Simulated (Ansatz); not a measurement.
Three curves of one kind of scan: energy against volume (even scaling of the relaxed cell, symmetry kept). These are PBE (plane waves to 420 eV, PAW, scalar-relativistic; Ansatz, a first-principles code) values and carry that method's errors. Each is measured from its own zero (the relaxed starting cell). 

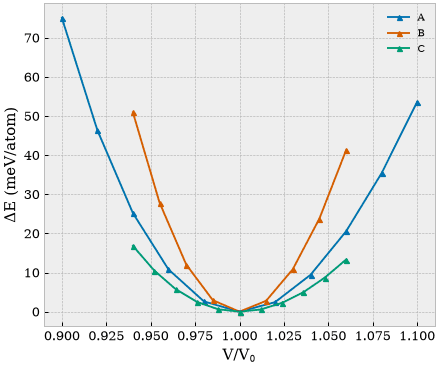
Figure: Curves A, B and C.

Q: Match the curves to these crystals:
- WC (WC type, space group P-6m2), a = b = 2.9220 Å, c = 2.8473 Å, α = β = 90.00°, γ = 120.00°
- Al2O3 (corundum), a = 4.8080 Å, b = 4.8080 Å, c = 13.1216 Å, α = 90.00°, β = 90.00°, γ = 120.00°
- CdSe (wurtzite), a = 4.383 Å, b = 4.383 Å, c = 7.155 Å, α = 90.00°, β = 90.00°, γ = 120.00°

A: A is Al2O3; B is WC; C is CdSe.

All were relaxed with their symmetry unable to fall. Spin-orbit coupling is left out. The PAW data are Ansatz's earlier set. WC is run without spin polarisation.

(A scan under strain: stresses follow from slopes of the energy per volume, elastic moduli from its curvatures.)
